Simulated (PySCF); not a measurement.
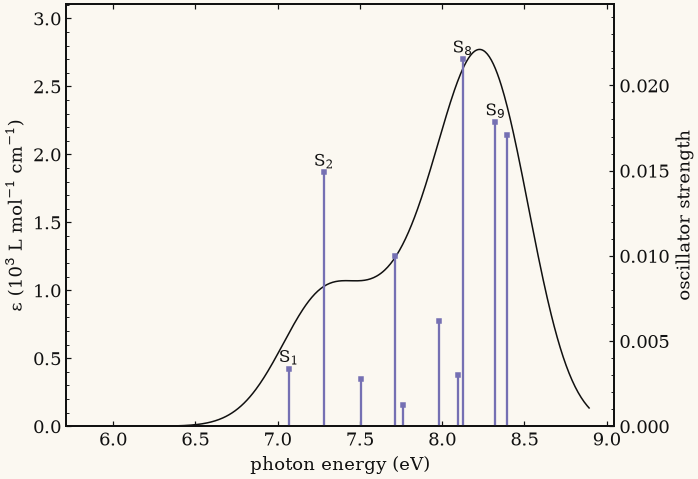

Vertical TDDFT excitations, ωB97X-D/def2-SVPD with PySCF 2.14.0, at a PBE0-D3(BJ)/def2-SVP geometry (no frequency check), gas phase. Only the first 10 singlet excitations are included; each is broadened by a Gaussian of 1/e half-width 0.33 eV. Sticks give oscillator strengths (right axis).

**Which molecule gives this spectrum?**
A. C₃H₇AsO₂, SMILES COC(=O)C[AsH2]
B. C₅H₁₃BF₂OSi, SMILES C[Si](C)(C)OCCB(F)F
C. C₃H₈Cl₂O₂Si, SMILES CO[SiH2]OCC(Cl)Cl

Option C. Its lowest singlet lies at 7.07 eV (f = 0.003) and the brightest of those computed is S8 at 8.12 eV (153 nm), f = 0.022, mixed, the largest part being HOMO−1 → LUMO+2 (23 %) (S7 lies within 0.06 eV, too close to order).

Known limits of this run: one conformer of a flexible molecule; core orbitals are frozen in the response.
